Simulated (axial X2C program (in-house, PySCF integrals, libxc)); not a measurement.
# HfTe: from the state search to constants, part 1 of 2

What are the state, bond length, wavenumber and bond energy of HfTe, and what does spin–orbit coupling change?

Program: an in-house X2C program for linear molecules on PySCF integrals. Level of theory: all-electron X2C, Hf dyall-cv3z, Te dyall-cv3z. These are calculated values, not measurements.

### Step 1. The job

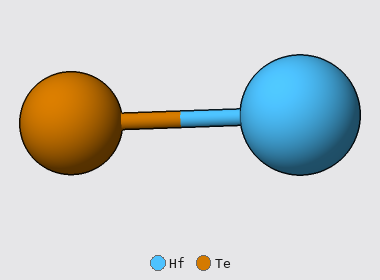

The two atoms at 2.560 Å (hafnium blue, tellurium orange).

task.json

```json
{
 "zs": [
  72,
  52
 ],
 "q": 0,
 "bas": [
  "dyall-cv3z",
  "dyall-cv3z"
 ],
 "levels": [
  "PBE0",
  "HF",
  "TPSSh"
 ],
 "cc": true,
 "r0": 2.56,
 "thr": -1.0,
 "nmax": 110,
 "npts": 10,
 "nst": 2,
 "ntry": 8
}
```

Keys: zs atomic numbers; q charge; bas basis sets; levels methods (HF also brings MP2); cc coupled cluster on or off; r0 starting distance in Å; thr threshold in hartree for freezing inner shells (an s shell follows its p shell); nmax most natural virtual spinors; npts points asked for on the curve; nst determinants followed; ntry starts of the search.

Run with:

```console
$ python so2c.py task.json out
```

Spin-free means the one-electron spin-free X2C Hamiltonian; two-component (2c) means X2C with spin–orbit coupling and atomic mean-field two-electron Coulomb and Gaunt terms. Basis: Hf dyall-cv3z contracted to [13s14p9d7f4g], Te dyall-cv3z contracted to [11s12p8d4f1g]; Gaussian nuclei, density fitting. Masses: Hf 179.947 u, Te 129.906 u.

Notation: σ, π±, δ± give the projection m of an orbital's angular momentum (0, ±1, ±2), α and β its spin, Λ and M_S the sums; ω is the projection of a spinor's total angular momentum and Ω the sum. Logs are in hartree.

The results follow Hamiltonian by Hamiltonian and level by level.

### Step 2. Which state to follow

Determinants are compared with PBE0 at 2.560 Å.

Spin-free determinants:

```json
{"ΔE (eV)": "0.00", "state": "M_S = 0, Λ = 0", "open shells": "closed shell"}
{"ΔE (eV)": "0.40", "state": "M_S = 1, Λ = 2", "open shells": "beyond closed shells: σα, δ+α"}
{"ΔE (eV)": "1.00", "state": "M_S = 0, Λ = 2", "open shells": "beyond closed shells: σα, δ+β"}
{"ΔE (eV)": "1.01", "state": "M_S = 1, Λ = 1", "open shells": "beyond closed shells: σα, π+α"}
{"ΔE (eV)": "1.33", "state": "M_S = 0, Λ = 1", "open shells": "beyond closed shells: σα, π+β"}
{"ΔE (eV)": "1.91", "state": "M_S = 1, Λ = 0", "open shells": "beyond closed shells: δ+α, δ-α"}
{"ΔE (eV)": "2.06", "state": "M_S = 1, Λ = 3", "open shells": "beyond closed shells: π+α, δ+α"}
```

Two-component determinants:

| ΔE (eV) | state | open shells |
| --- | --- | --- |
| 0.00 | Ω = 0 | closed shell |
| 0.25 | Ω = 1 | excess of +ω over −ω: ω = -1/2, ω = 3/2 |
| 0.58 | Ω = 3 | excess of +ω over −ω: ω = 1/2, ω = 5/2 |
| 0.82 | Ω = 2 | excess of +ω over −ω: ω = 1/2, ω = 3/2 |
| 1.19 | Ω = 2 | excess of +ω over −ω: ω = -1/2, ω = 5/2 |
| 1.20 | Ω = 1 | excess of +ω over −ω: 2 × ω = 1/2 |
| 1.69 | Ω = 3 | excess of +ω over −ω: 2 × ω = 3/2 |

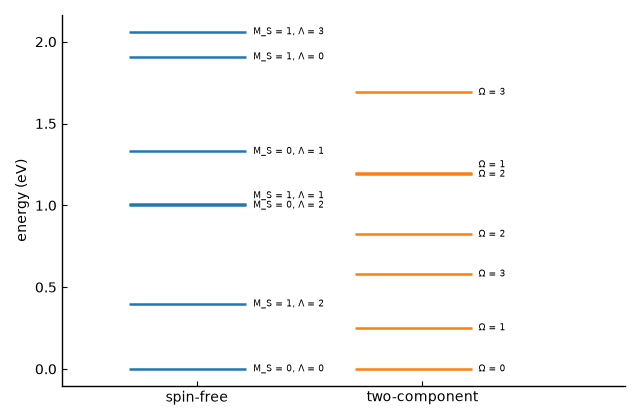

The determinants found, each set from its own lowest.

### Step 3. PBE0, spin-free

State followed: M_S = 0, Λ = 0 (closed shell). The scan is laid around 2.509 Å, a first estimate of the minimum, and this SCF restarts from the orbitals of the search.

Output at 2.509 Å:

```text
spin-free X2C-1e  PBE0
basis functions 309  fitting functions 1544  grid points 5804
iter        total energy     max residual
   1     -21867.838987570     7.20e+00
   2     -21872.050995116     4.48e-02
   3     -21871.893265009     8.84e-02
   4     -21872.105732958     2.14e-02
   5     -21872.119254317     7.87e-03
   6     -21872.121885733     3.81e-03
   7     -21872.122920001     7.88e-04
   8     -21872.122934882     1.30e-04
   9     -21872.122936749     5.54e-05
  10     -21872.122936973     2.22e-05
  11     -21872.122937019     4.14e-06
  12     -21872.122937022     2.08e-06
  13     -21872.122937022     4.13e-07
converged
one-electron -31596.64516977  Coulomb 9424.95362811  exact exchange -120.62575853  xc functional -369.45867696  nuclear repulsion 789.65304013
```

Along the bond, energies from the lowest point:

```csv
R (Å),E (eV),μ (D),HOMO (eV),LUMO (eV),iterations
2.183,1.4649,-3.37,-5.30,-2.10,14
2.283,0.5953,-3.58,-5.40,-2.25,13
2.358,0.2280,-3.77,-5.48,-2.37,13
2.434,0.0439,-3.98,-5.56,-2.49,13
2.509,0.0000,-4.21,-5.63,-2.61,13
2.597,0.0816,-4.49,-5.71,-2.75,13
2.685,0.2669,-4.79,-5.78,-2.88,13
2.797,0.6072,-5.18,-5.85,-3.04,14
2.936,1.1142,-5.64,-5.89,-3.21,16
3.136,1.9192,-6.29,-5.66,-3.41,17
```

Dipoles are positive if Te is the positive end.

Outer orbitals at the reference distance:

```
symmetry  occupied  ε (eV)              atomic character
     φ+α       yes  -22.36                     100% Hf f
     φ-α       yes  -22.36                     100% Hf f
     δ-α       yes  -22.15                     100% Hf f
     δ+α       yes  -22.15                     100% Hf f
     π+α       yes  -22.00                     100% Hf f
     π-α       yes  -22.00                     100% Hf f
      σα       yes  -21.96                     100% Hf f
      σα       yes  -15.86  66% Te s, 11% Hf d, 10% Hf p
      σα       yes   -7.63   61% Te p, 24% Hf s, 7% Hf d
     π-α       yes   -6.55   59% Te p, 28% Hf d, 6% Hf p
     π+α       yes   -6.55   59% Te p, 28% Hf d, 6% Hf p
      σα       yes   -5.63   46% Hf s, 36% Hf d, 7% Hf p
     δ-α        no   -2.61                      99% Hf d
     δ+α        no   -2.61                      99% Hf d
     π-α        no   -2.30   57% Hf d, 29% Hf p, 9% Te p
     π+α        no   -2.30   57% Hf d, 29% Hf p, 9% Te p
```

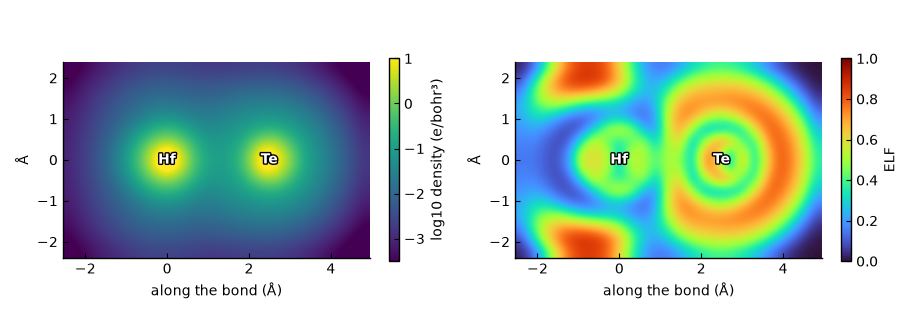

PBE0 fields in a plane through the axis, from a grid of 0.3 Å; Hf lies at z = 0 and Te at z = 2.509 Å; the ELF is damped to zero where the density is low.

Re = 2.499 Å, ωe = 264.7 cm⁻¹, ωexe = 0.322 cm⁻¹, Be = 0.03578 cm⁻¹, De = 4.36 eV, μ = -4.18 D.

### Step 4. HF, spin-free

The SCF at the reference distance of 2.509 Å:

```text
spin-free X2C-1e  HF
basis functions 309  fitting functions 1544  grid points 5804
iter        total energy     max residual
   1     -21864.541535645     8.40e-01
   2     -21864.602843073     3.21e-02
   3     -21864.604152109     3.75e-02
   4     -21864.608989209     1.88e-03
   5     -21864.609141889     1.25e-03
   6     -21864.609214974     4.88e-04
   7     -21864.609237580     1.40e-04
   8     -21864.609243343     6.96e-05
   9     -21864.609244316     2.49e-05
  10     -21864.609244432     1.11e-05
  11     -21864.609244464     4.91e-06
  12     -21864.609244469     2.18e-06
  13     -21864.609244470     1.31e-06
converged
one-electron -31596.19015268  Coulomb 9424.71258799  exact exchange -482.78471990  xc functional 0.00000000  nuclear repulsion 789.65304013
```

Re = 2.525 Å, ωe = 270.8 cm⁻¹, ωexe = 0.283 cm⁻¹, Be = 0.03506 cm⁻¹, De = 1.90 eV, μ = -5.80 D.

### Step 5. TPSSh, spin-free

The SCF at the reference distance of 2.509 Å:

```text
spin-free X2C-1e  TPSSh
basis functions 309  fitting functions 1544  grid points 5804
iter        total energy     max residual
   1     -21871.941708282     3.01e-01
   2     -21871.942286758     2.26e-02
   3     -21871.936844412     4.02e-02
   4     -21871.943519865     3.72e-03
   5     -21871.944138870     1.95e-03
   6     -21871.944415484     1.96e-04
   7     -21871.944415909     6.07e-05
   8     -21871.944415955     2.45e-05
   9     -21871.944415964     2.65e-06
  10     -21871.944415964     5.54e-07
converged
one-electron -31594.51604117  Coulomb 9422.75744838  exact exchange -48.24200568  xc functional -441.59685762  nuclear repulsion 789.65304013
```

Re = 2.506 Å, ωe = 259.3 cm⁻¹, ωexe = 0.335 cm⁻¹, Be = 0.03559 cm⁻¹, De = 4.47 eV, μ = -4.07 D.

### Step 6. MP2 and beyond, spin-free

Correlated methods: 10 electrons correlated (frozen shells, counted by type: Hf 5 s, 4 p, 2 d, 1 f; Te 4 s, 3 p, 2 d), 366 virtual spinors in MP2, 110 natural virtuals in coupled cluster.

Output of the correlated part at 2.509 Å:

```text
correlated 10  virtual 366  natural virtual 110  E(MP2) -0.227240772  MP2 remainder -0.007354354
iter   CCSD correlation   residual
   1     -0.218492567   2.20e-01
   2     -0.228788706   1.27e-01
   3     -0.233187623   5.13e-02
   4     -0.233527731   1.77e-02
   5     -0.233647657   7.31e-03
   6     -0.233663499   3.01e-03
   7     -0.233669468   1.33e-03
   8     -0.233682192   5.92e-04
   9     -0.233681704   3.42e-04
  10     -0.233683042   1.93e-04
  11     -0.233681388   1.05e-04
  12     -0.233681728   4.66e-05
  13     -0.233681405   2.31e-05
  14     -0.233681476   1.02e-05
  15     -0.233681494   4.54e-06
(T) -0.019663734  T1 0.0560  D1 0.0812  max T2 0.102
```

T1 in the output is the amplitude norm over the root of the electron number; divide by √2 for the Lee–Taylor value.

MP2: Re = 2.532 Å, ωe = 261.9 cm⁻¹, Be = 0.03487 cm⁻¹, De = 4.35 eV.

CCSD: Re = 2.535 Å, ωe = 262.1 cm⁻¹, ωexe = 0.292 cm⁻¹, Be = 0.03478 cm⁻¹, De = 3.91 eV. T1 at Re = 0.041 (Lee–Taylor, the printed value over √2).

CCSD(T): Re = 2.552 Å, ωe = 250.2 cm⁻¹, ωexe = 0.326 cm⁻¹, Be = 0.03431 cm⁻¹, De = 4.28 eV. T1 at Re = 0.042 (Lee–Taylor, the printed value over √2).

### Step 7. A higher determinant, spin-free

State: M_S = 1, Λ = 2 (beyond closed shells: σα, δ+α).

Output at the reference distance:

```text
spin-free X2C-1e  PBE0
basis functions 309  fitting functions 1544  grid points 5804
iter        total energy     max residual
   1     -21867.913108719     7.17e+00
   2     -21872.042113059     4.62e-02
   3     -21871.955344416     8.24e-02
   4     -21872.101393471     1.77e-02
   5     -21872.106058679     7.50e-03
   6     -21872.106688487     4.10e-03
   7     -21872.107277019     7.09e-04
   8     -21872.107293758     1.33e-04
   9     -21872.107295790     7.16e-05
  10     -21872.107296537     3.28e-05
  11     -21872.107296666     9.61e-06
  12     -21872.107296675     3.57e-06
  13     -21872.107296676     7.94e-07
converged
one-electron -31600.61183962  Coulomb 9429.03372766  exact exchange -120.65541172  xc functional -369.52681312  nuclear repulsion 789.65304013
```

```csv
R (Å),E above the lowest PBE0 point (eV)
2.183,2.045
2.283,1.137
2.358,0.734
2.434,0.511
2.509,0.426
2.597,0.457
2.685,0.592
2.797,0.868
2.936,1.295
```

Re = 2.530 Å, ωe = 248.7 cm⁻¹, ωexe = 0.335 cm⁻¹, Be = 0.03492 cm⁻¹, μ = -5.72 D. Te = 0.42 eV. As a difference of two determinants it need not be a gap between pure terms.

### Step 8. The spin-free curves together

Energy (eV) of the followed determinant, spin-free, from each level's lowest point:

```csv
R (Å),PBE0,HF,MP2,CCSD,CCSD(T),TPSSh
2.183,1.465,1.803,1.788,n/a,n/a,1.489
2.283,0.595,0.790,0.792,0.814,0.868,0.616
2.358,0.228,0.339,0.347,0.360,0.398,0.244
2.434,0.044,0.091,0.098,0.103,0.124,0.053
2.509,0.000,0.000,0.000,0.000,0.000,0.000
2.597,0.082,0.046,0.033,0.028,0.000,0.069
2.685,0.267,0.215,0.182,0.174,0.114,0.240
2.797,0.607,0.556,0.499,0.481,0.374,0.559
2.936,1.114,1.087,1.018,n/a,n/a,1.037
3.136,1.919,1.935,1.977,n/a,n/a,1.793
```

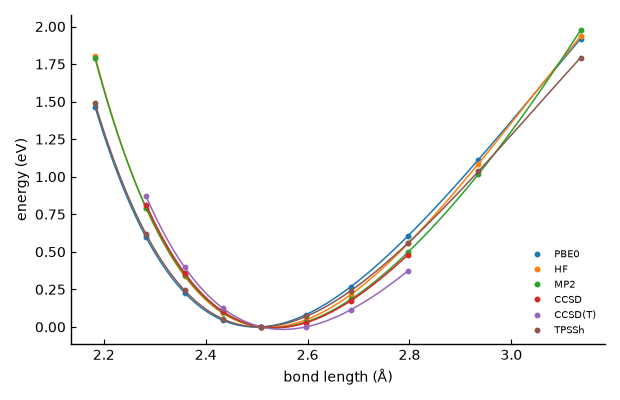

Curves of the followed state, spin-free, each from its own lowest point.

(Continued in part 2 of 2.)
